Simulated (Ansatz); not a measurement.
The figure comes from a scan of PbSe (rock salt): a phonon pattern at L = (0.5, 0.0, 0.0) is frozen into a 4-atom cell, Q being the largest atomic displacement. Method: PBE (plane waves to 420 eV, PAW, scalar-relativistic; Ansatz, a first-principles code). k mesh 9×9×9 (Γ-centred), Fermi-Dirac smearing 0.05 eV. PbSe was relaxed with its symmetry unable to fall. Spin-orbit coupling is left out, though Pb is heavy. 

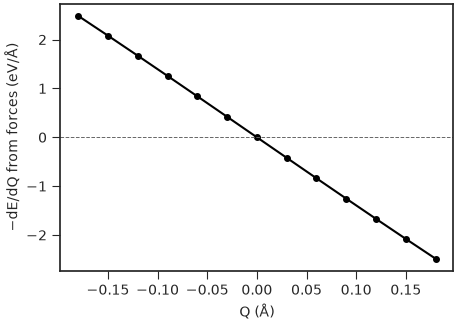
Figure: −dE/dQ from forces (eV/Å) against Q (Å); markers are the computed points, lines only join them.

Problem. List the plotted points as numbers.

Solution. To the nearest 0.1:

```json
[
 {"Q (Å)": "-0.180", "−dE/dQ from forces (eV/Å)": "2.5"},
 {"Q (Å)": "-0.150", "−dE/dQ from forces (eV/Å)": "2.1"},
 {"Q (Å)": "-0.120", "−dE/dQ from forces (eV/Å)": "1.7"},
 {"Q (Å)": "-0.090", "−dE/dQ from forces (eV/Å)": "1.3"},
 {"Q (Å)": "-0.060", "−dE/dQ from forces (eV/Å)": "0.8"},
 {"Q (Å)": "-0.030", "−dE/dQ from forces (eV/Å)": "0.4"},
 {"Q (Å)": "0.000", "−dE/dQ from forces (eV/Å)": "0.0"},
 {"Q (Å)": "0.030", "−dE/dQ from forces (eV/Å)": "-0.4"},
 {"Q (Å)": "0.060", "−dE/dQ from forces (eV/Å)": "-0.8"},
 {"Q (Å)": "0.090", "−dE/dQ from forces (eV/Å)": "-1.3"},
 {"Q (Å)": "0.120", "−dE/dQ from forces (eV/Å)": "-1.7"},
 {"Q (Å)": "0.150", "−dE/dQ from forces (eV/Å)": "-2.1"},
 {"Q (Å)": "0.180", "−dE/dQ from forces (eV/Å)": "-2.5"}
]
```

(For displaced atoms, the force is minus the slope of the energy, and its curvature is a force constant, which sets phonon frequencies.)
